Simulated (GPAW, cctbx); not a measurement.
# How far are the atoms of CaGeS3 from free atoms?

Question: by how much does bonding change the X-ray structure factors of CaGeS3, how firmly does DFT give the change, and what does a routine refinement make of it?

The start was made by putting kin elements into a known structure type; the compound need not exist, or be stable, in this form. All numbers below are calculated.

## Step 1: Find the equilibrium geometry

The density hangs on the geometry, so cell and atoms are relaxed first, with the symmetry held. The cutoff is set higher than for the density because stress converges slowly with plane waves.

Settings: GPAW 26.7.0, PBE, 570 eV, 3×3×3 k-points, Fermi–Dirac width 0.05 eV, BFGS to 0.03 eV/Å.

```text
cell
1.0
     3.443500000    1.988105652    5.289333333
    -3.443500000    1.988105652    5.289333333
     0.000000000   -3.976211304    5.289333333
Ge Ca S
2 2 6
Direct
0.000000000 0.000000000 0.000000000
0.500000000 0.500000000 0.500000000
0.750000000 0.750000000 0.750000000
0.250000000 0.250000000 0.250000000
0.141150000 0.358850000 0.750000000
0.358850000 0.750000000 0.141150000
0.750000000 0.141150000 0.358850000
0.641150000 0.250000000 0.858850000
0.250000000 0.858850000 0.641150000
0.858850000 0.641150000 0.250000000
```

```console
$ OMP_NUM_THREADS=1 mpirun -n 4 gpaw python run.py > gpaw.log
```

```text
BFGS:    0      -45.277020        0.581945
BFGS:    1      -45.308393        0.527702
BFGS:    2      -45.486667        0.283352
BFGS:    3      -45.490977        0.250922
...
BFGS:   12      -45.518098        0.075833
BFGS:   13      -45.520260        0.056898
BFGS:   14      -45.521582        0.023279
cell  6.4761 6.4761 6.4761  63.95 63.95 63.95
volume 208.774 A^3, largest force 0.016 eV/A, largest stress 0.18 GPa
```

After 14 steps the volume has changed by -3.9 % and the energy by -0.245 eV; the largest stress left is 0.18 GPa. It took 2.2 min on 4 cores of Intel(R) Xeon(R) Platinum 8375C CPU @ 2.90GHz (Ice Lake) (shared host), peak memory 1.1 GiB.

Relaxed structure: R-3c (no. 167), a = 6.8589 Å, b = 6.8589 Å, c = 15.3730 Å, α = 90.00°, β = 90.00°, γ = 120.00°.

| atom | mult. | x | y | z |
| --- | --- | --- | --- | --- |
| Ge1 | 6 | 0 | 0 | 0 |
| Ca1 | 6 | 1/3 | 2/3 | 0.4167 |
| S1 | 18 | 0.0710 | 1/3 | 0.0833 |

## Step 2: The all-electron density

X-rays see the whole electron density, so the PAW density is rebuilt with its core regions. Subtracting spherical free atoms from the same code cancels the cores and leaves the deformation density Δρ, the part due to bonding.

Settings: PBE, 450 eV, 4×4×4 k-points, Fermi–Dirac width 0.05 eV; primitive cell of 10 atoms.

```console
$ OMP_NUM_THREADS=1 mpirun -n 4 gpaw python run.py > gpaw.log
```

```text
|iter:   1|       0s |  -46.449896 | -0.03 |       |
|iter:   2|       1s |  -46.419809 | -1.35 | -1.05 |
|iter:   3|       2s |  -45.545614 | -1.80 | -1.11 |
...
|iter:   7|       6s |  -45.466384c| -5.81 | -3.16 |
|iter:   8|       7s |  -45.466391c| -6.86 | -3.68 |
|iter:   9|       8s |  -45.466391c| -7.80c| -4.29c|
```

```text
grid (64, 64, 64)  electrons 200.000  moved by bonding 2.112 e
deformation density beyond 0.5 A of the nuclei: max 0.129, min -0.096 e/A^3
atom        x       y       z   Voronoi charge  moment
Ge1    0.0000  0.0000  0.0000      0.298       0.00
Ge2    0.5000  0.5000  0.5000      0.298       0.00
Ca3    0.7500  0.7500  0.7500      0.225       0.00
Ca4    0.2500  0.2500  0.2500      0.225       0.00
S 5    0.1543  0.3457  0.7500     -0.174       0.00
S 6    0.3457  0.7500  0.1543     -0.174       0.00
S 7    0.7500  0.1543  0.3457     -0.174       0.00
S 8    0.6543  0.2500  0.8457     -0.174       0.00
S 9    0.2500  0.8457  0.6543     -0.174       0.00
S 10   0.8457  0.6543  0.2500     -0.174       0.00
mean inner potential of superposed free atoms 14.783 V
total magnetic moment 0.000 muB
```

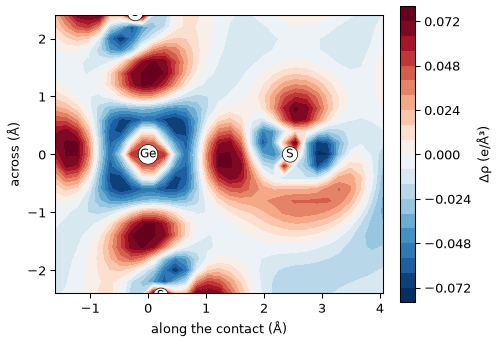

Deformation density in a plane through the shortest contact of the Ge atom at the origin; red gains electrons, blue loses them.

S gains most (-0.17 e) and Ge loses most (+0.30 e); S is the most electronegative element, but the order of the others doesn't follow electronegativity. Such charges fall far short of formal ones, since overlapping free atoms already put density on their neighbours. Along the shortest contact from the Ge atom at the map's origin, Ge–S at 2.45 Å, Δρ is +0.08 e/Å³ at the midpoint and highest, +0.09, 1.34 Å from Ge (points within 0.5 Å of a nucleus left out): a modest build-up. At the midpoints of other shortest contacts it is +0.05 (Ca–S, 2.77 Å) and 0.00 (S–S, 3.30 Å) e/Å³. Point values carry grid noise of about 0.01 e/Å³. The run needed 9 iterations, 18 s.

## Step 3: Structure factors

The Fourier components of Δρ, added to those of the free atoms, give the static X-ray structure factors; the Mott–Bethe relation turns them into the Fourier components V of the potential that fast electrons feel.

```text
static structure factors of the conventional cell: F in electrons, V (Mott-Bethe) in volts
   h  k  l      d  |F| table  |F| free   |F| DFT   change   |V| free  |V| DFT  change %
   1  0 -2  4.7001   127.530   127.246   126.709   -0.536     1.146    1.232      7.6
   1  1  0  3.4294   162.713   162.913   161.264   -1.650     2.180    2.322      6.5
   1  0  4  3.2267   208.802   209.002   208.283   -0.719     3.099    3.153      1.8
   1  1  3  2.8501   146.165   146.380   148.504    2.124     3.078    2.952     -4.1
   2  0  2  2.7704    51.616    51.723    53.190    1.467     2.326    2.244     -3.5
   0  0  6  2.5622   134.523   134.853   136.732    1.878     3.898    3.808     -2.3
   2  0 -4  2.3500   345.545   345.676   346.522    0.846     5.313    5.279     -0.6
   2  1  1  2.2215    84.259    84.425    84.212   -0.213     1.598    1.606      0.5
   2  1 -2  2.1551    80.368    80.183    80.202    0.019     0.485    0.484     -0.1
   1  1  6  2.0526   143.180   143.042   142.258   -0.783     1.626    1.650      1.5
   3  0  0  1.9800   306.292   306.145   305.803   -0.343     4.193    4.203      0.2
   2  1  4  1.9386   204.052   203.690   203.469   -0.220     2.361    2.368      0.3
   1  0 -8  1.8283   175.346   174.889   175.660    0.771     1.829    1.810     -1.0
   2  1 -5  1.8132    75.887    76.023    74.806   -1.217     1.267    1.296      2.3
```

The largest X-ray change is +2.12 e on 113, 1.5 % of |F|. For electrons V goes as (Z − F)/g², so a change of F counts against Z − F, which is small at low angle and wherever the atoms' terms cancel: |V| of 1 0 -2 moves by +7.6 % (1.15 to 1.23 V) against -0.4 % in |F|. The last three rows still change by up to 1.22 e; the table stops while the angles are still low. The tabulated Hartree–Fock atoms differ from the free DFT atoms by up to 0.46 e, so the choice of reference atom matters too.

## Step 4: The functional ladder

The same geometry is run with other functionals, to see whether the bonding signal is larger than the spread between approximations. Free atoms are LDA for LDA and PBE otherwise; meta-GGAs and hybrids keep PBE cores. Any other changed setting is in the row's label.

```
   run  ΔF 113 (e)  ΔF 006 (e)  ΔF 110 (e)  q(S) (e)  moved (e)  time
   PBE      +2.124      +1.878      -1.650    -0.174      2.112  18 s
   LDA      +1.923      +1.683      -1.519    -0.162      1.976  17 s
r2SCAN      +2.203      +1.840      -1.892    -0.198      2.328  33 s
```

At the base's settings ΔF(113) spans +1.923 to +2.203 e, a spread of 13 % of the PBE value; over the three listed reflections the spread is at most 23 %, so sign and size hold across the functionals. Times are from shared hosts.

## Step 5: Refining ordinary atoms against data with bonding

Routine crystallography fits spherical atoms. To see the bias, intensities are simulated from tabulated atoms plus the DFT change ΔF, so that bonding alone can misfit (12828 reflections of the full sphere, merged to the counts below, to 0.4 Å, 1 % proportional noise plus counting noise, assumed isotropic U as listed, Δρ smeared by the mean U) and refined with cctbx over different ranges.

```csv
range,data,R1,GooF,U Ge1 (true 0.0056),U Ca1 (true 0.0066),U S1 (true 0.007),largest shift (Å),"Δρ max, min (e/Å³)"
all data,1149,0.0058,1.07,0.0056,0.0066,0.0070,0.0001,"0.22, -0.19"
"low resolution, d > 0.84",125,0.0045,1.75,0.0055,0.0066,0.0069,0.0001,"0.13, -0.06"
"high order, d < 0.75",970,0.0066,0.94,0.0056,0.0066,0.0070,0.0001,"0.16, -0.15"
"occupancies free, d > 0.7",214,0.0042,1.48,0.0056,0.0067,0.0070,0.0001,"0.13, -0.10"
```

With all data GooF is 1.07, diluted by the many high-angle data; the misfit shows at low resolution; the top residual peak, near noise level, lies 0.82 Å from S and 2.14 Å from Ca. No U is off by more than 3 s.u. at low resolution. With Ge1 held at 1 and the scale free, the other occupancies refine to Ca1 1.001(0.002) and S1 1.000(0.001), within three s.u. of full.

## Step 6: Answer

Bonding moves 2.11 e in the primitive cell of CaGeS3 and changes the structure factors of the conventional cell in the table above by at most 2.12 e (113, 1.5 %), and among reflections above 2 % of the strongest by up to 2.8 % (202). The shortest bond, Ge–S, has Δρ = +0.08 e/Å³ at its midpoint. At the base's settings ΔF(113) spans +1.923 to +2.203 e, a spread of 13 % of the PBE value; over the three listed reflections the spread is at most 23 %, so sign and size hold across the functionals. With all data GooF is 1.07, diluted by the many high-angle data. Limits: static density, frozen cores, no spin–orbit coupling.

[Outputs are excerpts: Python notices, other lines and further rows are left out; steps that failed or that the build refused (PBEsol, TPSS) are not shown.]

[Logs are printed without paths, hosts, clocks, repeated set-up lines and the standing remarks that a program may print on its own settings, such as how far it seeks lower states.]
